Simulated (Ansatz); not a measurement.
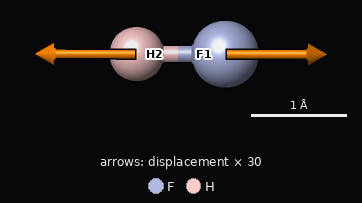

This is a relaxation of HF. The starting structure is drawn; orange arrows show the displacements, 30 times their true length. The two geometries are superimposed by the best rigid fit.

Style: ball-and-stick. Shown at a tilt.

The run prepares the start of a later molecular dynamics calculation, from a guessed geometry.

All numbers below come from RKS PBE/STO-3G in Ansatz. (no spin polarisation; force threshold 0.02 eV/Å; at most 40 steps)

### What did the optimiser do to the structure, and how much energy did it gain?

The largest moves after the best rigid fit, 0.037 Å, are those of F1 and H2. By element the largest moves are F 0.037 Å, H 0.037 Å. Some distances before and after: F1–H2 0.933 → 1.006 Å. Over 3 geometry steps the energy falls by 0.154 eV. Largest force component: 3.9 eV/Å at the start, 0.0075 eV/Å at the end.

Limits of the set-up: STO-3G is a minimal basis, so the numbers are rough.
